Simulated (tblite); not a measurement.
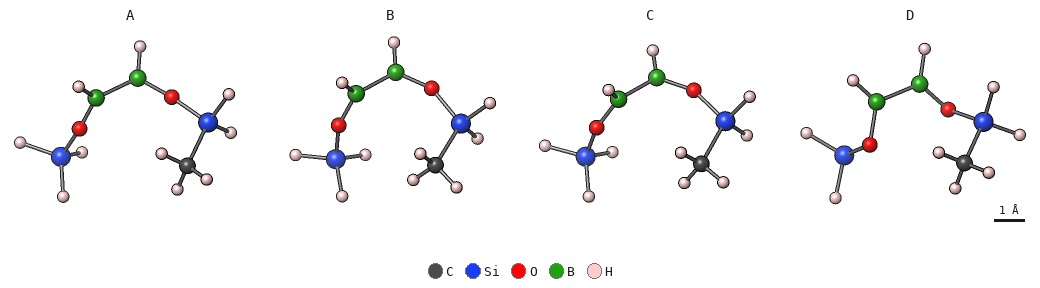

4 geometries from one relaxation of CH10B2O2Si2, in shuffled order. The picture is a ball-and-stick view, seen at a tilt.

Method: tblite, GFN2-xTB geometry optimisation, gas phase. 

> Order the frames from highest to lowest energy.

D, A, C, B. They are steps 0, 18, 95, 154, at +191.5 kJ/mol, +18.5 kJ/mol, +1.89 kJ/mol relative to the last. The energy falls by 191.5 kJ/mol in 154 geometry steps. An H atom moves most after the best rigid fit: 1.17 Å. Largest moves by element: H 1.17 Å, O 1.03 Å, B 0.42 Å, Si 0.41 Å, C 0.33 Å. Some distances before and after: B–O 1.468 → 1.329 Å, O–Si 1.734 → 1.616 Å, B–O 1.446 → 1.329 Å, C–H 1.121 → 1.086 Å. Among the angles between lasting bonds that change: B–O–Si 106.3° → 151.3°, Si–O–B 107.0° → 150.6°, O–Si–H 110.8° → 103.3°. Groups turn about B–O by about 100°, B–O by about 95°, O–Si by about 80°. Cost: 1.1 s on 1 thread of Arm Neoverse V1, with other jobs on the host.
